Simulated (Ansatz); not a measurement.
Input

```
crystal:
  lattice:
    - [3.1537463105, 0.0, 0.0]
    - [0.0, 3.1537463105, 0.0]
    - [0.0, 0.0, 10.5060039666]
  atoms:
    - { symbol: Cd, position: [0.0, 0.0, 0.1950673087] }
    - { symbol: Cd, position: [0.5, 0.5, 0.977117387] }
    - { symbol: Cd, position: [0.5, 0.5, 0.4189609485] }
    - { symbol: Sn, position: [0.0, 0.0, 0.7129070076] }
    - { symbol: O, position: [0.0, 0.0, 0.5076054481] }
basis:
  ecutwfc: 420
kpoints:
  mp_grid: { grid: [10, 10, 4] }
  band_path:
    path:
      - [[0.0, 0.0, 0.0], [0.0, 0.5, 0.0], [0.5, 0.5, 0.0], [0.0, 0.0, 0.0], [0.0, 0.0, 0.5], [0.0, 0.5, 0.5], [0.5, 0.5, 0.5], [0.0, 0.0, 0.5]]
      - [[0.0, 0.5, 0.0], [0.0, 0.5, 0.5]]
      - [[0.5, 0.5, 0.0], [0.5, 0.5, 0.5]]
    npoints: 14
hamiltonian:
  xc: pbe
scf:
  occupations: { method: gaussian, width: 0.1 }
  n_extra_bands: 12
output:
  forces: true
  stress: true
  eigenvalues: true
  populations: true
  dos: { projected: true, de: 0.02, nscf_kmesh: { grid: [12, 12, 5] } }
  bader: true
  write_density: true
  write_potential: true
  elf: true
  volumetric_format: npy
```

Launched as:

```sh
ansatz run input.yaml --threads 1 --pin off --max-ram 2560MiB --backend cpu --events-out ev --progress --plain --runs-dir out
```

Below, planes, directions and counts refer to the conventional cell (a = 3.15 Å, b = 3.15 Å, c = 10.51 Å, α = 90.00°, β = 90.00°, γ = 90.00°).

Space group P4mm; a generated structure, not necessarily the stable one.

These are results of Ansatz 0.2.0, DFT PBE, scalar-relativistic, plane waves, PAW, not measurements.

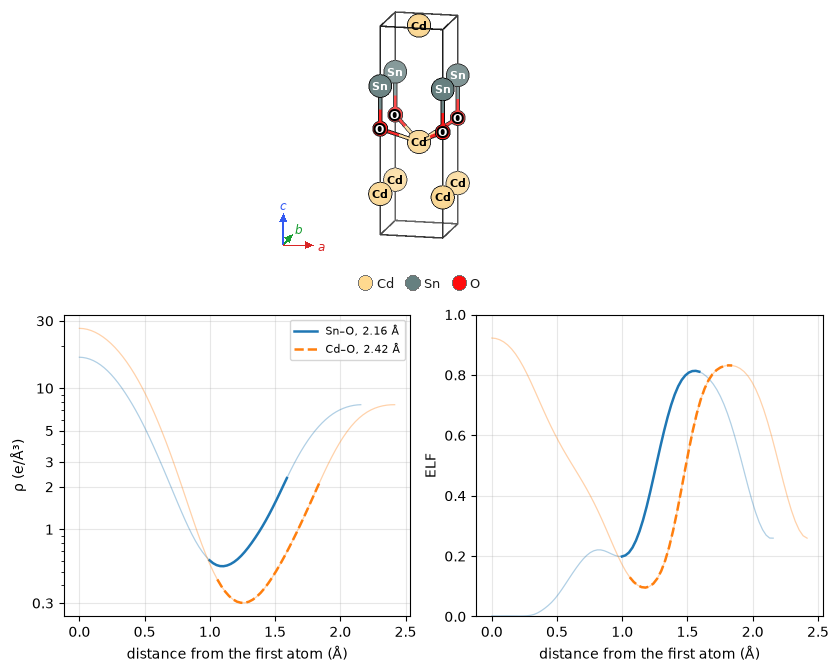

Cd3SnO. Valence electron density and electron localisation function along straight lines between neighbouring atoms. Thin, pale parts lie inside the atomic spheres. The structure is drawn too.

In a PAW calculation such maps are meaningful between the atoms, not at the nuclei.

### Compare the contacts.

Sn–O (2.16 Å): ρ is about 0.55 e/Å³ halfway; the ELF peaks at about 0.80 in the valence shell of O, 0.6 Å from its nucleus, and is about 0.25 at the midpoint: no localised pair shows between them.
Cd–O (2.42 Å): ρ is about 0.31 e/Å³ halfway; the ELF is about 0.10 at the midpoint; no shared electron pair shows on this line.
